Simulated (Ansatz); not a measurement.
**FH4OSi2 (SMILES F[SiH2]O[SiH2]) (doublet): density, localisation and related maps**

Input

```
crystal:
  periodic: [false, false, false]
  atoms:
    - {symbol: F, position_ang: [-0.618448, 2.897398, 1.941080]}
    - {symbol: O, position_ang: [-0.350077, 0.255174, 1.787020]}
    - {symbol: Si, position_ang: [-0.892178, 1.601301, 1.026171]}
    - {symbol: Si, position_ang: [0.910283, -0.600957, 2.456544]}
    - {symbol: H, position_ang: [-0.164405, 1.790615, -0.250348]}
    - {symbol: H, position_ang: [-2.351887, 1.464679, 0.836936]}
    - {symbol: H, position_ang: [0.541282, -2.047289, 2.424496]}
    - {symbol: H, position_ang: [1.119940, -0.164340, 3.870637]}
basis:
  gaussian:
    orbitals: def2-TZVPD
magnetization:
  spin_polarized: true
  initial_magnetization: 1
hamiltonian:
  xc: pbe0
output: {forces: true, orbitals: {seedname: orbitals}}
```

Run with:

```sh
ansatz run input.yaml --threads 1 --pin off --max-ram 2610MiB --events-out events.jsonl --progress --plain --runs-dir runs
```

Geometry: B3LYP/6-31G*.

These are results of Ansatz 0.2.0, isolated molecule in a Gaussian basis; Kohn-Sham density functional theory, functional PBE0, not measurements.

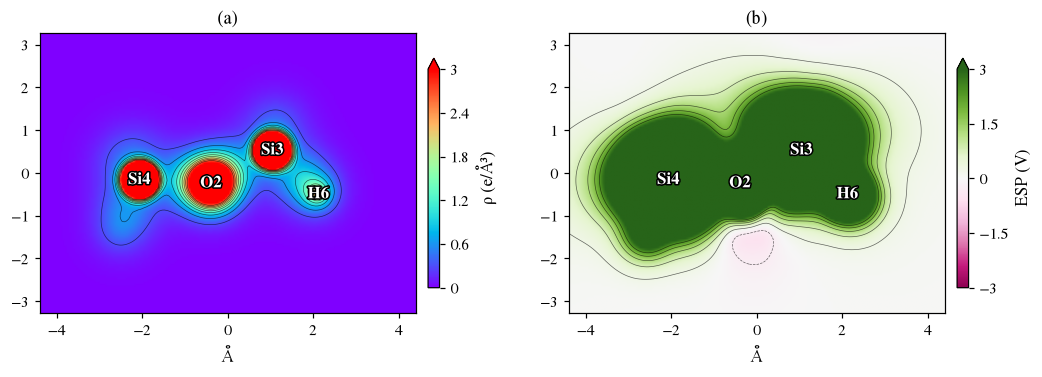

Figure 1. (a) electron density; (b) electrostatic potential on the plane of atoms Si3, O2 and Si4.

### Describe what can be read from this map.

The section cuts through O, Si and H sites.
Si–O (1.64 Å): ρ at the midpoint is about 1.1 e/Å³.
Si–H (1.48 Å): ρ at the midpoint is about 0.85 e/Å³.
Outside the dense part of the molecule the potential is most negative (−0.5 V) near O2.

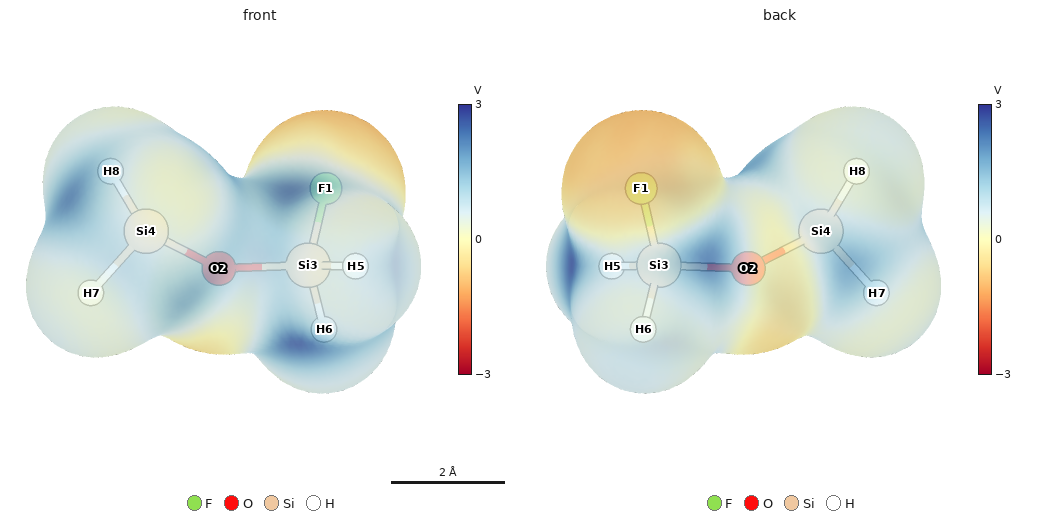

Figure 2. The electrostatic potential painted on the density surface at 0.004 e/bohr³, seen from the front and from behind; the colour scale runs from red (negative) to blue (positive).

### Which sites attract a positive test charge, and which a negative one?

A positive charge is drawn to the negative regions and a negative charge to the positive ones. The most negative region (about −0.9 V) lies over F1, the most positive (about +2.5 V) over Si3.

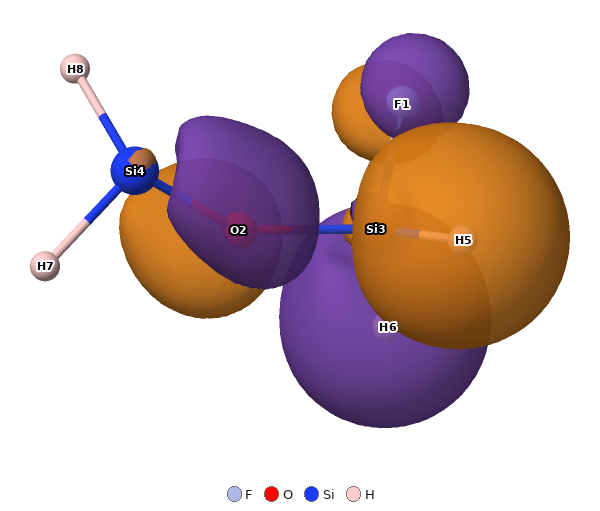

Figure 3. The HOMO−1 (β) at ±0.08 Å⁻³ᐟ² (orange and purple are the two phases), seen at an oblique angle.

### Describe this orbital and give its energy.

It lies mainly on Si3 (about 30 %), H5 (about 25 %), H6 (about 20 %), O2 (about 20 %) and F1 (about 5 %). Its energy is −9.38 eV.
